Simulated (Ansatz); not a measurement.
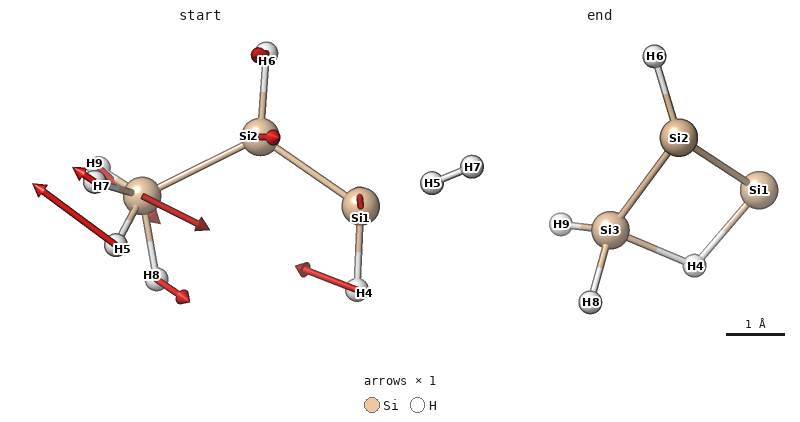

The structure of Si$_{3}$H$_{6}$ before (left) and after (right) a relaxation, at one scale. The red arrows give the displacements, at their true length.

A ball-and-stick model, seen face on.

It is one of the separated reactants of a reaction.

Theory: RKS PBE-D4/def2-SVP (Ansatz 0.2.0). Set-up: force threshold 0.03 eV/Å; at most 250 steps.

**What changed between the two?**

The largest move after the best rigid fit is that of H5, 1.82 Å. Largest moves by element: H 1.82 Å, Si 1.35 Å. Some distances before and after: Si3–H4 4.097 → 1.690 Å, Si3–H5 1.420 → 3.448 Å, Si3–H7 1.487 → 2.997 Å, Si1–Si3 3.836 → 2.728 Å. New bonds form: H5–H7 (1.18 → 0.77 Å), Si3–H4 (4.10 → 1.69 Å). Bonds break: Si3–H5 (1.42 → 3.45 Å), Si3–H7 (1.49 → 3.00 Å). Bond angles that change, for instance: Si1–Si2–Si3 119.0° → 74.7°, Si2–Si1–H4 120.7° → 86.7°, Si2–Si3–H9 111.1° → 128.7°. After 46 accepted moves (47 points after the start) the energy has fallen by 339.4 kJ/mol. Largest force component: 4.5 eV/Å at the start, 0.005 eV/Å at the end. The line search rejected the trial step at point 23 of the run. The forces were under the threshold at step 31, but the run went on from there. Cost: 44 s on 2 threads of Intel Xeon Platinum 8488C, on a shared host.
